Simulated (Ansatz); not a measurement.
## Electronic structure of AlClH4Si2 in real space

Input file:

```
crystal:
  periodic: [false, false, false]
  atoms:
    - {symbol: Al, position_ang: [-1.553203, 0.503639, -1.245257]}
    - {symbol: Cl, position_ang: [-0.172482, 1.952352, -0.523307]}
    - {symbol: Si, position_ang: [-3.539211, 1.405686, 1.825499]}
    - {symbol: Si, position_ang: [-3.213896, -0.158383, 0.342758]}
    - {symbol: H, position_ang: [-4.681482, 1.465368, 2.799689]}
    - {symbol: H, position_ang: [-2.431560, 2.350274, 2.184186]}
    - {symbol: H, position_ang: [-4.442088, -0.962997, 0.010915]}
    - {symbol: H, position_ang: [-1.346800, -0.043801, -2.726432]}
basis:
  gaussian: {orbitals: def2-TZVPD}
hamiltonian: {xc: pbe0}
output: {forces: true, orbitals: {seedname: orbitals}}
```

Launched as:

```sh
ansatz run input.yaml --threads 1 --pin off --max-ram 2610MiB --events-out events.jsonl --progress --plain --runs-dir runs
```

Geometry: PBE-D3(BJ)/def2-SVP.

Computed with isolated molecule in a Gaussian basis; Kohn-Sham density functional theory, functional PBE0 (Ansatz 0.2.0).

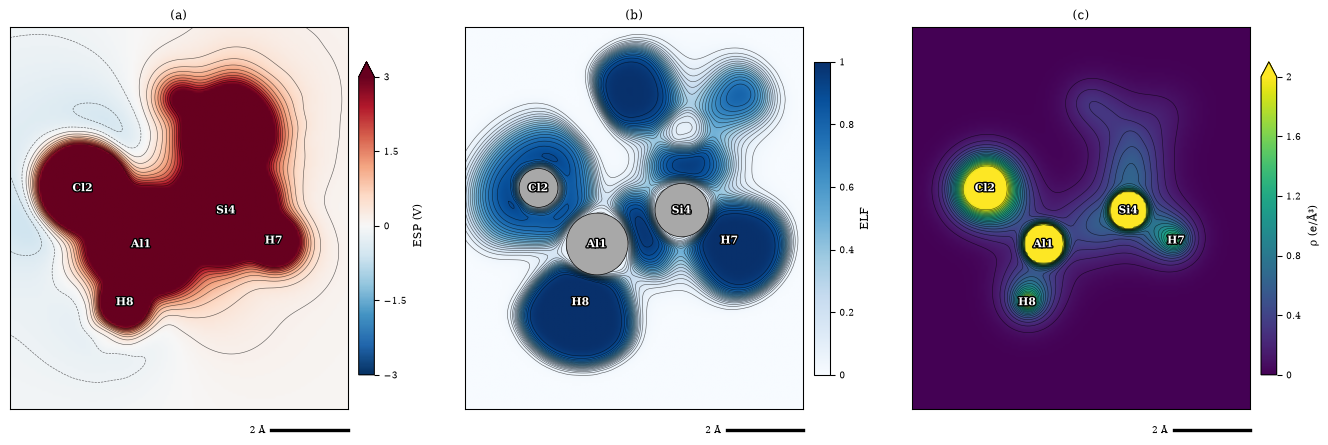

Figure 1. (a) electrostatic potential; (b) electron localisation function; (c) total electron density on the plane of atoms Cl2, Al1 and H8. Grey discs cover the atomic cores in the ELF map.

Interpret the plot.

The plane passes through Al, Cl, Si and H nuclei. Al–Cl (2.13 Å): ρ at the midpoint is about 0.7 e/Å³; the ELF peaks at about 0.85 in the valence shell of Cl, 0.9 Å from its nucleus, and is about 0.80 at the midpoint. Al–Si (2.39 Å): the density is about 0.5 e/Å³ at the midpoint; the ELF peaks at about 0.95 between the atoms; a covalent bond. Si–H (1.51 Å): ρ at the midpoint is about 0.77 e/Å³; the ELF climbs to about 1 towards the hydrogen, as it does in any bond to H. Al–H (1.59 Å): the density is about 0.55 e/Å³ at the midpoint; the ELF climbs to about 1 towards the hydrogen. The ELF also peaks beside Cl2, away from the bonds: lone-pair regions. Outside the dense part of the molecule the potential is most negative (−0.6 V) near Cl2.

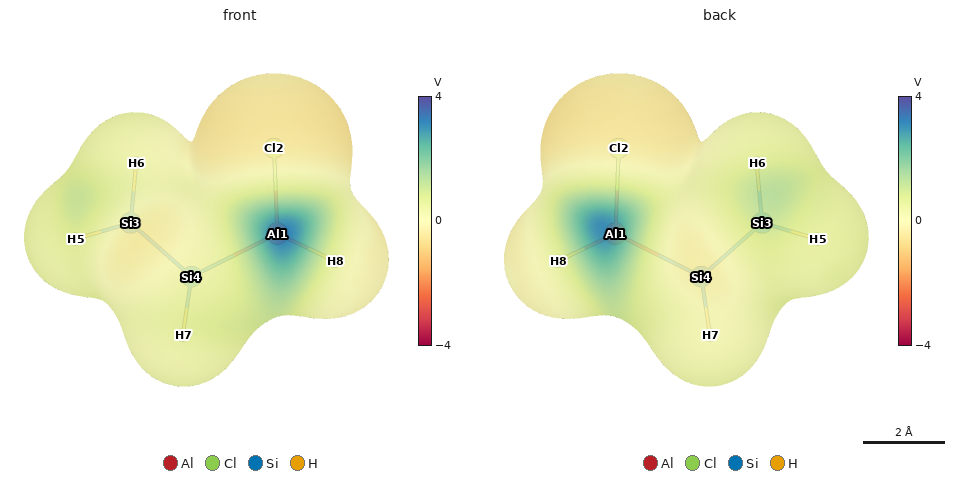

Figure 2. The molecular electrostatic potential painted on the density surface at 0.002 e/bohr³, seen from the front and from behind; the colour scale runs from red (negative) to blue (positive).

Describe the electrostatic potential map.

The most negative region (about −0.6 V) lies over Cl2, the most positive (about +3.0 V) over Al1.

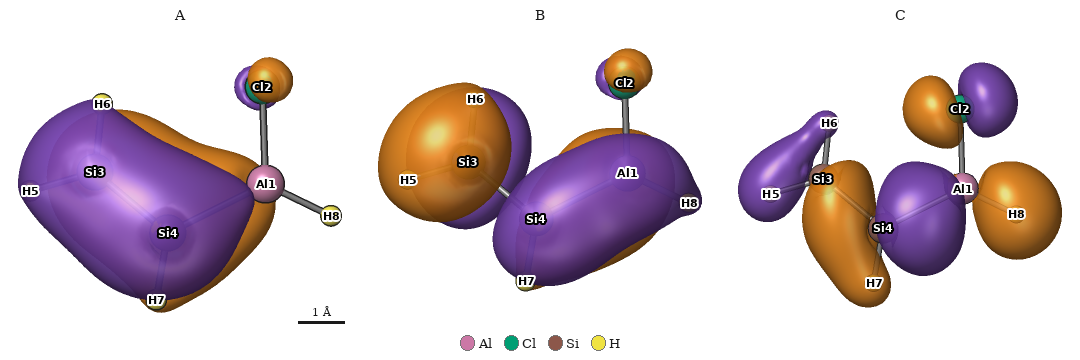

Figure 3. Three frontier orbitals at ±0.06 Å⁻³ᐟ² (orange and purple are the two phases), in no order.

Order the three orbitals by energy and name them.

C is the HOMO−1 (−7.96 eV). Its weight (Hirshfeld) is mainly on Si4 (about 35 %), Al1 (about 20 %), H8 (about 15 %), Cl2 (about 15 %) and Si3 (about 10 %). A is the HOMO (−6.35 eV). Its weight (Hirshfeld) is mainly on Si4 (about 45 %), Si3 (about 40 %) and Al1 (about 10 %); π-bonding across Si4–Si3. B is the LUMO (−2.71 eV). By Hirshfeld shares it lies mainly on Si3 (about 40 %), Si4 (about 25 %) and Al1 (about 25 %).

What is the HOMO–LUMO gap?

3.64 eV between the orbital energies.
